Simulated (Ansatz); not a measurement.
# SO+ (quartet): B2PLYP, PBE-QIDH over a scan of the distance O1–S2, 6-31G, part 1 of 2

Aim: run SO+ (quartet) with these functionals over a scan of the distance O1–S2, and hold them against the top wave-function level at the same points.

The runs use Ansatz 0.2.0, Gaussian basis; 6-31G, all electrons in the functionals, frozen cores in the correlation of double hybrids and RPA.

Plan: B2PLYP, PBE-QIDH, at 1.284 Å; 1.513 Å; 1.643 Å; 1.818 Å; 1.989 Å; 2.314 Å; 2.688 Å; 3.035 Å; 3.589 Å; 4.409 Å; 5.611 Å.

28 further runs of the same task are left out: 5 for a known fault of the program, 17 that didn't finish, 6 set aside as unsound or not needed. Runs told in other sessions of the task aren't counted.

**1. What is computed**

The geometry derives from a PBE0/def2-TZVP stationary point (not a proven minimum). One bond is set to the value named and the two fragments are kept rigid.

2 atoms, charge 1, spin multiplicity 4.

Atoms are counted from 1 here; the program's logs count them from 0.

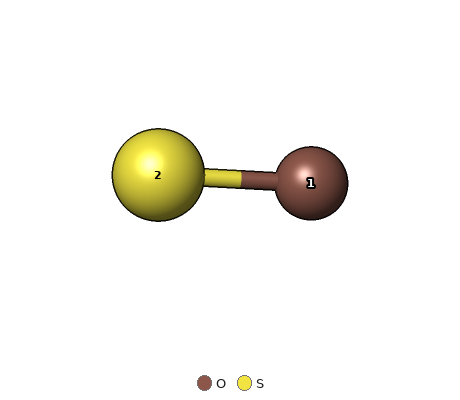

The geometry (oxygen brown, sulfur yellow); atoms are numbered from 1 in the order of the file.

No dispersion term is added.

The geometry shown and the zero of energy belong to the point 1.643 Å. The yardstick, FCI, and other wave-function levels (R restricted, U unrestricted, valence and pair active spaces) come from earlier runs.

**2. B2PLYP, 1.284 Å**

File in.yaml:

```yaml
crystal:
  periodic: [false, false, false]
  atoms:
    - {symbol: O, position_ang: [0.000000, 0.000000, 0.000000]}
    - {symbol: S, position_ang: [0.000000, 0.000000, 1.284000]}
basis:
  gaussian: {orbitals: 6-31G}
total_charge: 1
magnetization: {spin_polarized: true, initial_magnetization: 3}
hamiltonian: {xc: {name: B2PLYP}}
correlation: {electrons: outside_noble_gas}
```

Command:

```
$ ansatz run in.yaml --threads 1 --pin off --events-out ev --progress --plain --max-ram 2393MiB
```

Log:

```text
Functional definition: B2PLYP
  name "B2PLYP"
  cite "Grimme, J. Chem. Phys. 124, 034108 (2006) doi:10.1063/1.2148954"
  cite "Becke, Phys. Rev. A 38, 3098 (1988) doi:10.1103/PhysRevA.38.3098"
  cite "Lee, Yang & Parr, Phys. Rev. B 37, 785 (1988) doi:10.1103/PhysRevB.37.785"
  parameter a = 0.53
  parameter c = 0.27
  exchange = (1 - a)*b88_x + a*exact_x
  correlation = (1 - c)*lyp_c + c*(mp2_os + mp2_ss)
220 factors; integrals over basis functions are off by at most 1.4e-4 eV
mean field evaluation 1: about -12840.7343 eV, gradient 5.0e1 eV
mean field evaluation 2: about -12840.9185 eV, gradient 5.0e1 eV
mean field evaluation 4: about -12851.1566 eV, gradient 2.8e0 eV
mean field evaluation 8: about -12851.3388 eV, gradient 3.0e-1 eV
mean field evaluation 16: about -12851.3421 eV, gradient 3.2e-5 eV
mean field evaluation 32: about -12851.3385 eV, gradient 4.0e-1 eV
mean field evaluation 64: about -12850.9210 eV, gradient 1.3e-3 eV
mean field -12851.34210309 eV, -472.2781113361 hartree, gradient 1.1e-6 eV, S^2 3.759089; 7 other end points of the search recorded, 0 dependent functions left out
6 core orbitals not correlated: weight in the atoms' cores, before any rotation towards them, 1.000 or more for the frozen orbitals, at most 0.000 for the correlated occupied ones
reference -12851.34219001 eV, -472.2781145304 hartree; 7, 4 occupied and 9, 12 virtual orbitals, 220 factors
second order -4.72022909 eV of doubles, -0.00000000 eV of singles
Total energy: -12852.61665187 eV, -472.3249501397 hartree
```

It took 1.9 s on 1 thread of Arm Neoverse V1, shared host.

From the report: ⟨S²⟩ of the determinant 3.759 (pure quartet: 3.75).

**3. B2PLYP, 1.513 Å**

in.yaml, as its differences from that of step 2:

```diff
@@ -4,3 +4,3 @@
     - {symbol: O, position_ang: [0.000000, 0.000000, 0.000000]}
-    - {symbol: S, position_ang: [0.000000, 0.000000, 1.284000]}
+    - {symbol: S, position_ang: [0.000000, 0.000000, 1.513000]}
 basis:
```

The command is unchanged.

Log, shortened:

```text
Functional definition: B2PLYP
  name "B2PLYP"
  cite "Grimme, J. Chem. Phys. 124, 034108 (2006) doi:10.1063/1.2148954"
  cite "Becke, Phys. Rev. A 38, 3098 (1988) doi:10.1103/PhysRevA.38.3098"
  cite "Lee, Yang & Parr, Phys. Rev. B 37, 785 (1988) doi:10.1103/PhysRevB.37.785"
[...]
218 factors; integrals over basis functions are off by at most 1.7e-4 eV
[...]
mean field -12856.88476177 eV, -472.4818002854 hartree, gradient 3.4e-6 eV, S^2 3.758739; 7 other end points of the search recorded, 0 dependent functions left out
6 core orbitals not correlated: weight in the atoms' cores, before any rotation towards them, 1.000 or more for the frozen orbitals, at most 0.000 for the correlated occupied ones
reference -12856.88484761 eV, -472.4818034402 hartree; 7, 4 occupied and 9, 12 virtual orbitals, 218 factors
second order -3.98637355 eV of doubles, -0.00000000 eV of singles
Total energy: -12857.96116847 eV, -472.5213575021 hartree
```

It took 1.9 s on 1 thread of Arm Neoverse V1, shared host.

From the report: ⟨S²⟩ of the determinant 3.759 (pure quartet: 3.75).

**4. B2PLYP, 1.643 Å**

in.yaml, as its differences from that of step 3:

```diff
@@ -4,3 +4,3 @@
     - {symbol: O, position_ang: [0.000000, 0.000000, 0.000000]}
-    - {symbol: S, position_ang: [0.000000, 0.000000, 1.513000]}
+    - {symbol: S, position_ang: [0.000000, 0.000000, 1.642500]}
 basis:
```

The command is unchanged.

Log, shortened:

```text
Functional definition: B2PLYP
  name "B2PLYP"
  cite "Grimme, J. Chem. Phys. 124, 034108 (2006) doi:10.1063/1.2148954"
  cite "Becke, Phys. Rev. A 38, 3098 (1988) doi:10.1103/PhysRevA.38.3098"
  cite "Lee, Yang & Parr, Phys. Rev. B 37, 785 (1988) doi:10.1103/PhysRevB.37.785"
[...]
220 factors; integrals over basis functions are off by at most 1.8e-4 eV
[...]
mean field -12857.97634788 eV, -472.5219153351 hartree, gradient 2.6e-6 eV, S^2 3.758914; 5 other end points of the search recorded, 0 dependent functions left out
6 core orbitals not correlated: weight in the atoms' cores, before any rotation towards them, 1.000 or more for the frozen orbitals, at most 0.000 for the correlated occupied ones
reference -12857.97643292 eV, -472.5219184602 hartree; 7, 4 occupied and 9, 12 virtual orbitals, 220 factors
second order -4.46178356 eV of doubles, -0.00000000 eV of singles
Total energy: -12859.18111448 eV, -472.5661896910 hartree
```

Run time: 2 s. Hardware: 1 thread of Arm Neoverse V1, shared host.

From the report: ⟨S²⟩ of the determinant 3.759 (pure quartet: 3.75).

**5. B2PLYP, 1.818 Å**

in.yaml, as its differences from that of step 4:

```diff
@@ -4,3 +4,3 @@
     - {symbol: O, position_ang: [0.000000, 0.000000, 0.000000]}
-    - {symbol: S, position_ang: [0.000000, 0.000000, 1.642500]}
+    - {symbol: S, position_ang: [0.000000, 0.000000, 1.818000]}
 basis:
```

Launched as before.

Log, shortened:

```text
Functional definition: B2PLYP
  name "B2PLYP"
  cite "Grimme, J. Chem. Phys. 124, 034108 (2006) doi:10.1063/1.2148954"
  cite "Becke, Phys. Rev. A 38, 3098 (1988) doi:10.1103/PhysRevA.38.3098"
  cite "Lee, Yang & Parr, Phys. Rev. B 37, 785 (1988) doi:10.1103/PhysRevB.37.785"
[...]
218 factors; integrals over basis functions are off by at most 1.9e-4 eV
[...]
mean field -12858.25473344 eV, -472.5321458157 hartree, gradient 2.6e-6 eV, S^2 3.758251; 2 other end points of the search recorded, 0 dependent functions left out
6 core orbitals not correlated: weight in the atoms' cores, before any rotation towards them, 1.000 or more for the frozen orbitals, at most 0.000 for the correlated occupied ones
reference -12858.25481929 eV, -472.5321489709 hartree; 7, 4 occupied and 9, 12 virtual orbitals, 218 factors
second order -5.05422285 eV of doubles, -0.00000000 eV of singles
Total energy: -12859.61945946 eV, -472.5822985722 hartree
```

It took 0.93 s on 1 thread of Arm Neoverse V1, shared host.

From the report: ⟨S²⟩ of the determinant 3.758 (pure quartet: 3.75).

From 1.643 Å: -42.3 kJ/mol.

**6. B2PLYP, 1.989 Å**

in.yaml, as its differences from that of step 5:

```diff
@@ -4,3 +4,3 @@
     - {symbol: O, position_ang: [0.000000, 0.000000, 0.000000]}
-    - {symbol: S, position_ang: [0.000000, 0.000000, 1.818000]}
+    - {symbol: S, position_ang: [0.000000, 0.000000, 1.989000]}
 basis:
```

Launched as before.

Log, shortened:

```text
Functional definition: B2PLYP
  name "B2PLYP"
  cite "Grimme, J. Chem. Phys. 124, 034108 (2006) doi:10.1063/1.2148954"
  cite "Becke, Phys. Rev. A 38, 3098 (1988) doi:10.1103/PhysRevA.38.3098"
  cite "Lee, Yang & Parr, Phys. Rev. B 37, 785 (1988) doi:10.1103/PhysRevB.37.785"
[...]
219 factors; integrals over basis functions are off by at most 1.9e-4 eV
[...]
mean field -12857.92025902 eV, -472.5198541078 hartree, gradient 2.3e-6 eV, S^2 3.826575; 6 other end points of the search recorded, 0 dependent functions left out
6 core orbitals not correlated: weight in the atoms' cores, before any rotation towards them, 1.000 or more for the frozen orbitals, at most 0.000 for the correlated occupied ones
reference -12857.92034648 eV, -472.5198573216 hartree; 7, 4 occupied and 9, 12 virtual orbitals, 219 factors
second order -4.76605241 eV of doubles, -0.00000000 eV of singles
Total energy: -12859.20718063 eV, -472.5671476044 hartree
```

It took 2.6 s on 1 thread of Arm Neoverse V1, shared host.

From the report: ⟨S²⟩ of the determinant 3.827 (pure quartet: 3.75).

From 1.643 Å: -2.5 kJ/mol.

**7. B2PLYP, 2.314 Å**

in.yaml, as its differences from that of step 6:

```diff
@@ -4,3 +4,3 @@
     - {symbol: O, position_ang: [0.000000, 0.000000, 0.000000]}
-    - {symbol: S, position_ang: [0.000000, 0.000000, 1.989000]}
+    - {symbol: S, position_ang: [0.000000, 0.000000, 2.314000]}
 basis:
```

Same command.

Log, shortened:

```text
Functional definition: B2PLYP
  name "B2PLYP"
  cite "Grimme, J. Chem. Phys. 124, 034108 (2006) doi:10.1063/1.2148954"
  cite "Becke, Phys. Rev. A 38, 3098 (1988) doi:10.1103/PhysRevA.38.3098"
  cite "Lee, Yang & Parr, Phys. Rev. B 37, 785 (1988) doi:10.1103/PhysRevB.37.785"
[...]
218 factors; integrals over basis functions are off by at most 2.1e-4 eV
[...]
mean field -12857.53793448 eV, -472.5058039397 hartree, gradient 3.3e-6 eV, S^2 4.422699; 12 other end points of the search recorded, 0 dependent functions left out
6 core orbitals not correlated: weight in the atoms' cores, before any rotation towards them, 1.000 or more for the frozen orbitals, at most 0.000 for the correlated occupied ones
reference -12857.53802710 eV, -472.5058073436 hartree; 7, 4 occupied and 9, 12 virtual orbitals, 218 factors
second order -2.63712353 eV of doubles, -0.00000000 eV of singles
Total energy: -12858.25005045 eV, -472.5319737192 hartree
```

Run time: 4.4 s. Hardware: 1 thread of Arm Neoverse V1, shared host.

From the report: ⟨S²⟩ of the determinant 4.423 (pure quartet: 3.75). The determinant of B2PLYP (⟨S²⟩ 4.42) is far from a pure spin state, so its energy mixes those of several spin states; that is harmless only where they are near-degenerate.

From 1.643 Å: +89.8 kJ/mol.

**8. B2PLYP, 2.688 Å**

in.yaml, as its differences from that of step 7:

```diff
@@ -4,3 +4,3 @@
     - {symbol: O, position_ang: [0.000000, 0.000000, 0.000000]}
-    - {symbol: S, position_ang: [0.000000, 0.000000, 2.314000]}
+    - {symbol: S, position_ang: [0.000000, 0.000000, 2.688000]}
 basis:
```

The command is unchanged.

Log, shortened:

```text
Functional definition: B2PLYP
  name "B2PLYP"
  cite "Grimme, J. Chem. Phys. 124, 034108 (2006) doi:10.1063/1.2148954"
  cite "Becke, Phys. Rev. A 38, 3098 (1988) doi:10.1103/PhysRevA.38.3098"
  cite "Lee, Yang & Parr, Phys. Rev. B 37, 785 (1988) doi:10.1103/PhysRevB.37.785"
[...]
218 factors; integrals over basis functions are off by at most 2.2e-4 eV
[...]
mean field -12857.54036423 eV, -472.5058932316 hartree, gradient 1.1e-7 eV, S^2 4.754552; 16 other end points of the search recorded, 0 dependent functions left out
6 core orbitals not correlated: weight in the atoms' cores, before any rotation towards them, 1.000 or more for the frozen orbitals, at most 0.000 for the correlated occupied ones
reference -12857.54045854 eV, -472.5058966973 hartree; 7, 4 occupied and 9, 12 virtual orbitals, 218 factors
second order -2.27812566 eV of doubles, -0.00000000 eV of singles
Total energy: -12858.15555246 eV, -472.5285009822 hartree
```

Wall time 5.5 s (1 thread of Arm Neoverse V1, shared host).

From the report: ⟨S²⟩ of the determinant 4.755 (pure quartet: 3.75). The determinant of B2PLYP (⟨S²⟩ 4.75) is far from a pure spin state, so its energy mixes those of several spin states; that is harmless only where they are near-degenerate.

From 1.643 Å: +99.0 kJ/mol.

**9. B2PLYP, 3.035 Å**

in.yaml, as its differences from that of step 8:

```diff
@@ -4,3 +4,3 @@
     - {symbol: O, position_ang: [0.000000, 0.000000, 0.000000]}
-    - {symbol: S, position_ang: [0.000000, 0.000000, 2.688000]}
+    - {symbol: S, position_ang: [0.000000, 0.000000, 3.035000]}
 basis:
```

Same command.

Log, shortened:

```text
Functional definition: B2PLYP
  name "B2PLYP"
  cite "Grimme, J. Chem. Phys. 124, 034108 (2006) doi:10.1063/1.2148954"
  cite "Becke, Phys. Rev. A 38, 3098 (1988) doi:10.1103/PhysRevA.38.3098"
  cite "Lee, Yang & Parr, Phys. Rev. B 37, 785 (1988) doi:10.1103/PhysRevB.37.785"
[...]
215 factors; integrals over basis functions are off by at most 2.6e-4 eV
[...]
mean field -12857.48883614 eV, -472.5039996093 hartree, gradient 7.1e-6 eV, S^2 4.750466; 15 other end points of the search recorded, 0 dependent functions left out
6 core orbitals not correlated: weight in the atoms' cores, before any rotation towards them, 1.000 or more for the frozen orbitals, at most 0.000 for the correlated occupied ones
reference -12857.48892892 eV, -472.5040030187 hartree; 7, 4 occupied and 9, 12 virtual orbitals, 215 factors
second order -2.11512950 eV of doubles, -0.00000000 eV of singles
Total energy: -12858.06001388 eV, -472.5249900041 hartree
```

Run time: 5.5 s. Hardware: 1 thread of Arm Neoverse V1, shared host.

From the report: ⟨S²⟩ of the determinant 4.750 (pure quartet: 3.75). The determinant of B2PLYP (⟨S²⟩ 4.75) is far from a pure spin state, so its energy mixes those of several spin states; that is harmless only where they are near-degenerate.

From 1.643 Å: +108.2 kJ/mol.

**10. B2PLYP, 3.589 Å**

in.yaml, as its differences from that of step 9:

```diff
@@ -4,3 +4,3 @@
     - {symbol: O, position_ang: [0.000000, 0.000000, 0.000000]}
-    - {symbol: S, position_ang: [0.000000, 0.000000, 3.035000]}
+    - {symbol: S, position_ang: [0.000000, 0.000000, 3.589000]}
 basis:
```

Launched as before.

Log, shortened:

```text
Functional definition: B2PLYP
  name "B2PLYP"
  cite "Grimme, J. Chem. Phys. 124, 034108 (2006) doi:10.1063/1.2148954"
  cite "Becke, Phys. Rev. A 38, 3098 (1988) doi:10.1103/PhysRevA.38.3098"
  cite "Lee, Yang & Parr, Phys. Rev. B 37, 785 (1988) doi:10.1103/PhysRevB.37.785"
[...]
215 factors; integrals over basis functions are off by at most 4.3e-4 eV
[...]
mean field -12857.37543562 eV, -472.4998322168 hartree, gradient 6.4e-6 eV, S^2 4.750709; 16 other end points of the search recorded, 0 dependent functions left out
6 core orbitals not correlated: weight in the atoms' cores, before any rotation towards them, 1.000 or more for the frozen orbitals, at most 0.000 for the correlated occupied ones
reference -12857.37553414 eV, -472.4998358376 hartree; 7, 4 occupied and 9, 12 virtual orbitals, 215 factors
second order -2.02605017 eV of doubles, -0.00000000 eV of singles
Total energy: -12857.92256769 eV, -472.5199389497 hartree
```

Run time: 7 s. Hardware: 1 thread of Arm Neoverse V1, shared host.

From the report: ⟨S²⟩ of the determinant 4.751 (pure quartet: 3.75). The determinant of B2PLYP (⟨S²⟩ 4.75) is far from a pure spin state, so its energy mixes those of several spin states; that is harmless only where they are near-degenerate.

From 1.643 Å: +121.4 kJ/mol.

**11. B2PLYP, 4.409 Å**

in.yaml, as its differences from that of step 10:

```diff
@@ -4,3 +4,3 @@
     - {symbol: O, position_ang: [0.000000, 0.000000, 0.000000]}
-    - {symbol: S, position_ang: [0.000000, 0.000000, 3.589000]}
+    - {symbol: S, position_ang: [0.000000, 0.000000, 4.409000]}
 basis:
```

The command is unchanged.

Log, shortened:

```text
Functional definition: B2PLYP
  name "B2PLYP"
  cite "Grimme, J. Chem. Phys. 124, 034108 (2006) doi:10.1063/1.2148954"
  cite "Becke, Phys. Rev. A 38, 3098 (1988) doi:10.1103/PhysRevA.38.3098"
  cite "Lee, Yang & Parr, Phys. Rev. B 37, 785 (1988) doi:10.1103/PhysRevB.37.785"
[...]
215 factors; integrals over basis functions are off by at most 2.5e-4 eV
[...]
mean field -12857.28363662 eV, -472.4964586658 hartree, gradient 4.8e-6 eV, S^2 4.750629; 15 other end points of the search recorded, 0 dependent functions left out
6 core orbitals not correlated: weight in the atoms' cores, before any rotation towards them, 1.000 or more for the frozen orbitals, at most 0.000 for the correlated occupied ones
reference -12857.28374336 eV, -472.4964625885 hartree; 7, 4 occupied and 9, 12 virtual orbitals, 215 factors
second order -1.97152291 eV of doubles, -0.00000000 eV of singles
Total energy: -12857.81605454 eV, -472.5160246637 hartree
```

It took 10 s on 1 thread of Arm Neoverse V1, shared host.

From the report: ⟨S²⟩ of the determinant 4.751 (pure quartet: 3.75). The determinant of B2PLYP (⟨S²⟩ 4.75) is far from a pure spin state, so its energy mixes those of several spin states; that is harmless only where they are near-degenerate.

From 1.643 Å: +131.7 kJ/mol.

**12. B2PLYP, 5.611 Å**

in.yaml, as its differences from that of step 11:

```diff
@@ -4,3 +4,3 @@
     - {symbol: O, position_ang: [0.000000, 0.000000, 0.000000]}
-    - {symbol: S, position_ang: [0.000000, 0.000000, 4.409000]}
+    - {symbol: S, position_ang: [0.000000, 0.000000, 5.611000]}
 basis:
```

The command is unchanged.

Log, shortened:

```text
Functional definition: B2PLYP
  name "B2PLYP"
  cite "Grimme, J. Chem. Phys. 124, 034108 (2006) doi:10.1063/1.2148954"
  cite "Becke, Phys. Rev. A 38, 3098 (1988) doi:10.1103/PhysRevA.38.3098"
  cite "Lee, Yang & Parr, Phys. Rev. B 37, 785 (1988) doi:10.1103/PhysRevB.37.785"
[...]
215 factors; integrals over basis functions are off by at most 2.1e-4 eV
[...]
mean field -12857.25376387 eV, -472.4953608626 hartree, gradient 7.8e-7 eV, S^2 4.750615; 19 other end points of the search recorded, 0 dependent functions left out
6 core orbitals not correlated: weight in the atoms' cores, before any rotation towards them, 1.000 or more for the frozen orbitals, at most 0.000 for the correlated occupied ones
reference -12857.25387939 eV, -472.4953651081 hartree; 7, 4 occupied and 9, 12 virtual orbitals, 215 factors
second order -1.96334189 eV of doubles, -0.00000000 eV of singles
Total energy: -12857.78398171 eV, -472.5148460087 hartree
```

It took 9.5 s on 1 thread of Arm Neoverse V1, shared host.

From the report: ⟨S²⟩ of the determinant 4.751 (pure quartet: 3.75). The determinant of B2PLYP (⟨S²⟩ 4.75) is far from a pure spin state, so its energy mixes those of several spin states; that is harmless only where they are near-degenerate.

From 1.643 Å: +134.8 kJ/mol.

**13. PBE-QIDH, 1.284 Å**

File in.yaml:

```yaml
crystal:
  periodic: [false, false, false]
  atoms:
    - {symbol: O, position_ang: [0.000000, 0.000000, 0.000000]}
    - {symbol: S, position_ang: [0.000000, 0.000000, 1.284000]}
basis:
  gaussian: {orbitals: 6-31G}
total_charge: 1
magnetization: {spin_polarized: true, initial_magnetization: 3}
hamiltonian: {xc: {name: PBE-QIDH}}
correlation: {electrons: outside_noble_gas}
```

Launched as before.

Log, shortened:

```text
Functional definition: PBE-QIDH
  name "PBE-QIDH"
  cite "Brémond, Sancho-García, Pérez-Jiménez & Adamo, J. Chem. Phys. 141, 031101 (2014) doi:10.1063/1.4890314"
  cite "Perdew, Burke & Ernzerhof, Phys. Rev. Lett. 77, 3865 (1996) doi:10.1103/PhysRevLett.77.3865"
[...]
220 factors; integrals over basis functions are off by at most 1.4e-4 eV
[...]
mean field -12846.75144206 eV, -472.1094076549 hartree, gradient 2.1e-6 eV, S^2 3.760990; 7 other end points of the search recorded, 0 dependent functions left out
6 core orbitals not correlated: weight in the atoms' cores, before any rotation towards them, 1.000 or more for the frozen orbitals, at most 0.000 for the correlated occupied ones
reference -12846.75144832 eV, -472.1094078849 hartree; 7, 4 occupied and 9, 12 virtual orbitals, 220 factors
second order -4.16143583 eV of doubles, -0.00000000 eV of singles
Total energy: -12848.13859360 eV, -472.1603845335 hartree
```

It took 2 s on 1 thread of Arm Neoverse V1, shared host.

From the report: ⟨S²⟩ of the determinant 3.761 (pure quartet: 3.75).

**14. PBE-QIDH, 1.513 Å**

in.yaml, as its differences from that of step 13:

```diff
@@ -4,3 +4,3 @@
     - {symbol: O, position_ang: [0.000000, 0.000000, 0.000000]}
-    - {symbol: S, position_ang: [0.000000, 0.000000, 1.284000]}
+    - {symbol: S, position_ang: [0.000000, 0.000000, 1.513000]}
 basis:
```

Launched as before.

Log, shortened:

```text
Functional definition: PBE-QIDH
  name "PBE-QIDH"
  cite "Brémond, Sancho-García, Pérez-Jiménez & Adamo, J. Chem. Phys. 141, 031101 (2014) doi:10.1063/1.4890314"
  cite "Perdew, Burke & Ernzerhof, Phys. Rev. Lett. 77, 3865 (1996) doi:10.1103/PhysRevLett.77.3865"
[...]
218 factors; integrals over basis functions are off by at most 1.7e-4 eV
[...]
mean field -12852.39034603 eV, -472.3166335534 hartree, gradient 3.0e-6 eV, S^2 3.760885; 7 other end points of the search recorded, 0 dependent functions left out
6 core orbitals not correlated: weight in the atoms' cores, before any rotation towards them, 1.000 or more for the frozen orbitals, at most 0.000 for the correlated occupied ones
reference -12852.39035199 eV, -472.3166337725 hartree; 7, 4 occupied and 9, 12 virtual orbitals, 218 factors
second order -3.60660962 eV of doubles, -0.00000000 eV of singles
Total energy: -12853.59255519 eV, -472.3608139254 hartree
```

Wall time 1.8 s (1 thread of Arm Neoverse V1, shared host).

From the report: ⟨S²⟩ of the determinant 3.761 (pure quartet: 3.75).

(Continued in part 2 of 2.)
